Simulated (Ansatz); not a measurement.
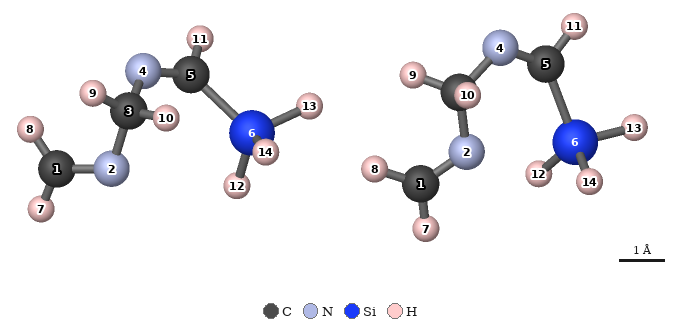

Two geometries of C$_{3}$H$_{8}$N$_{2}$Si, drawn at one scale. One is the start of a relaxation, the other its converged end. A ball-and-stick model, seen at a tilt.

Level of theory: Ansatz, RKS B3LYP-D4/cc-pVDZ. Settings: no spin polarisation; force threshold 0.015 eV/Å; at most 40 steps.

Which geometry has the lower energy?

The right one is the relaxed one. The run prepares an end point of a later path (torsion) calculation, from a guessed geometry. Over 20 accepted moves (22 points after the start) the energy falls by 0.745 eV. The largest force component goes from 5.1 to 0.0074 eV/Å. The line search rejected the trial steps at points 3, 21 of the run. The largest moves after the best rigid fit, 1.13 Å, are those of H9 and H11. By element the largest moves are H 1.13 Å, N 0.71 Å, C 0.65 Å, Si 0.47 Å. Some distances before and after: N2–Si6 3.411 → 2.687 Å, C3–N4 1.352 → 1.448 Å, C1–N2 1.315 → 1.266 Å, C1–H8 1.062 → 1.107 Å. Bond angles that change, for instance: H9–C3–H10 100.0° → 106.7°, C5–Si6–H13 109.0° → 102.5°, N4–C3–H10 112.8° → 106.9°. Groups turn about N2–C3 by about 65°, C3–N4 by about 55°. Cost: 78 s on 2 threads of Intel(R) Xeon(R) 6975P-C (Granite Rapids), on a shared host, peak memory 0.34 GiB.
